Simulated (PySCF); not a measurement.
```xyz
2

Al    0.0000    0.0000   -0.0584
H     0.0000    0.0000    1.5646
```

These are results of PySCF, PBE0/def2-TZVPPD, non-relativistic Hamiltonian with scalar-relativistic core potentials where named, at a bond length of 1.623 Å, not measurements.

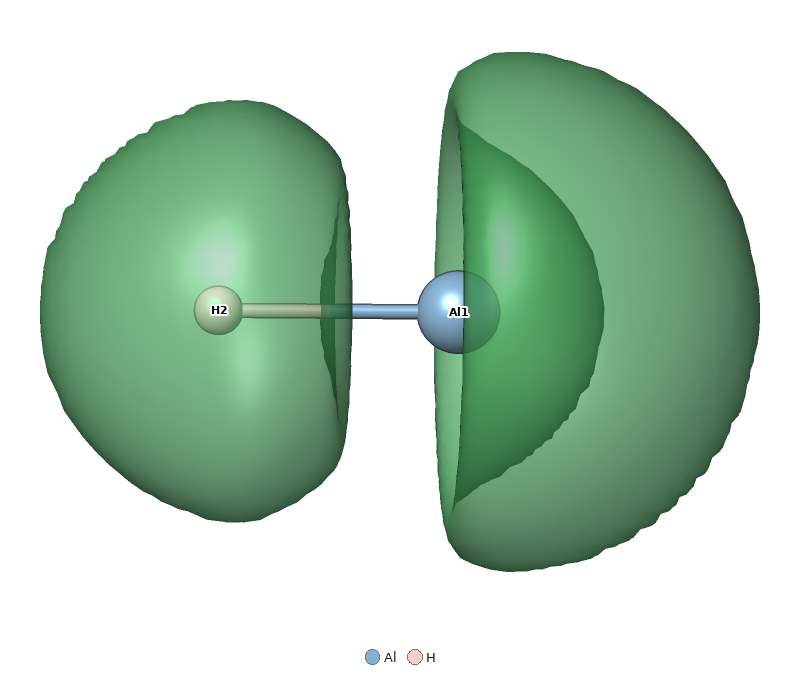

AlH (charge +1, doublet). Isosurface of the ELF at 0.75 (green), seen from one side. Core shells and regions of very low density are left out.

> What do the ELF domains correspond to?

The surface consists of one region around a hydrogen nucleus and one lobe on Al, pointing away from the bonds (non-bonding electrons).

Values along the shortest contacts:
Al–H (1.62 Å): the ELF climbs to about 1 towards the hydrogen.
